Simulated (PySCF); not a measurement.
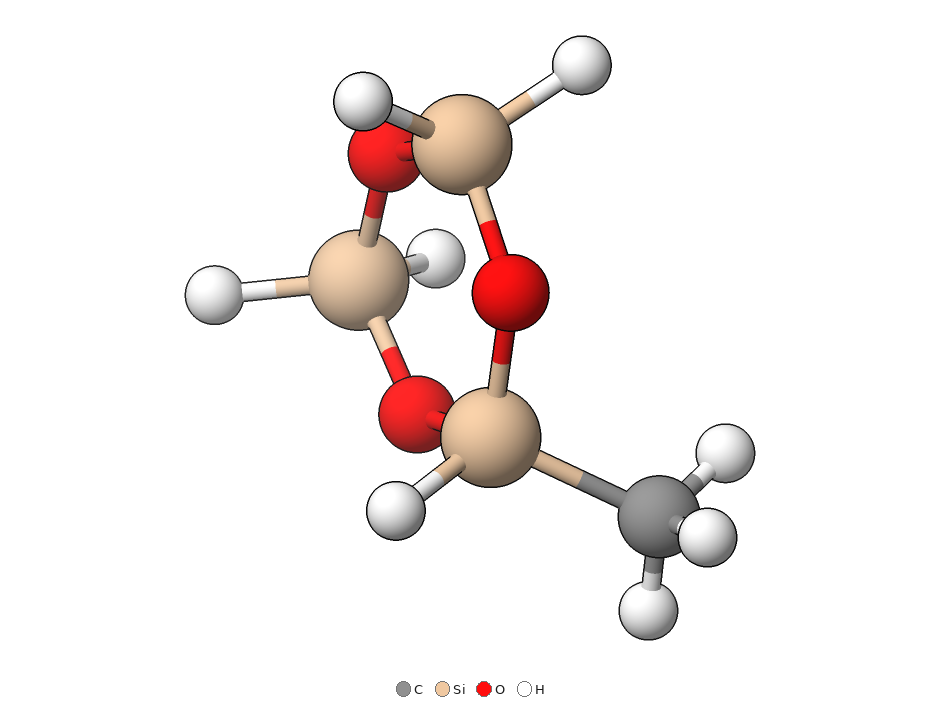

The computed structure is the end point of a GFN2-xTB optimisation. No frequency run is at hand to confirm it as a minimum.

Draw it as a skeletal formula.

SMILES: C[SiH]1O[SiH2]O[SiH2]O1

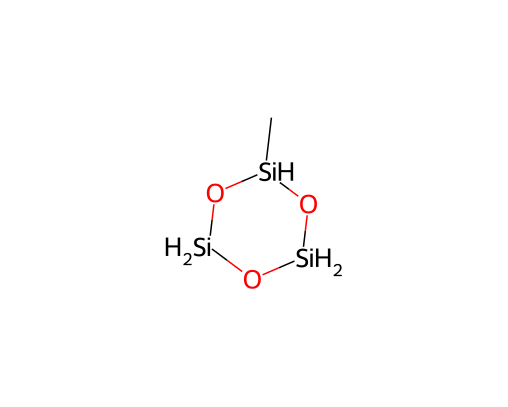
